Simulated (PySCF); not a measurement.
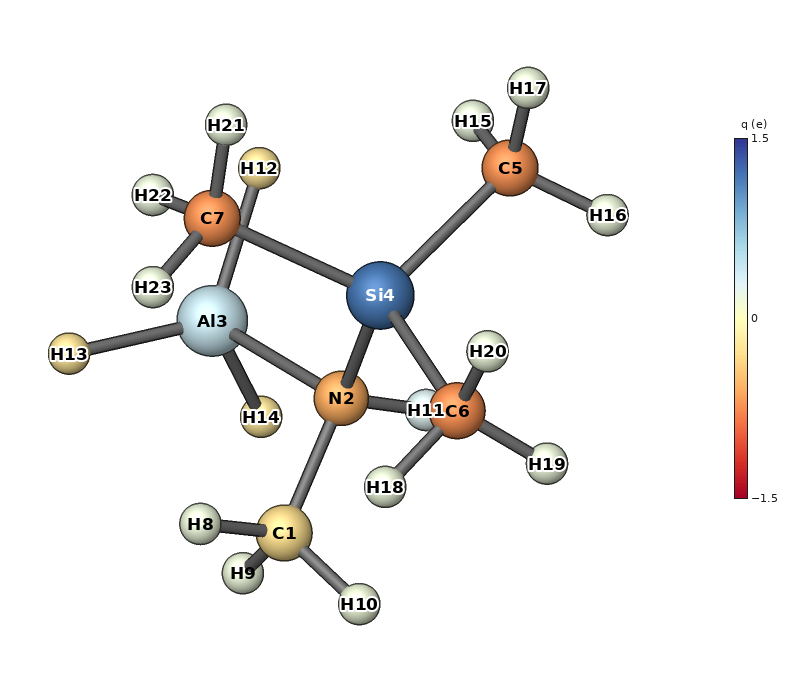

Atoms are coloured by their IAO charges. The geometry was computed by an optimisation with GFN2-xTB. No frequency run is at hand to confirm it as a minimum. Level of theory: PBE0/pcSseg-1, gas phase (PySCF 2.14.0).

List the IAO charges.

| atom | value (e) |
| --- | --- |
| C1 | −0.30 |
| N2 | −0.60 |
| Al3 | 0.41 |
| Si4 | 1.17 |
| C5 | −0.73 |
| C6 | −0.73 |
| C7 | −0.72 |
| H8 | 0.16 |
| H9 | 0.16 |
| H10 | 0.14 |
| H11 | 0.28 |
| H12 | −0.24 |
| H13 | −0.23 |
| H14 | −0.23 |
| H15 | 0.18 |
| H16 | 0.15 |
| H17 | 0.16 |
| H18 | 0.16 |
| H19 | 0.15 |
| H20 | 0.16 |
| H21 | 0.16 |
| H22 | 0.18 |
| H23 | 0.16 |

The geometry is semi-empirical. Around Al, Si such bond lengths and angles can be off by a tenth of an ångström or more and by several degrees, and values that hang on the shape move with them.
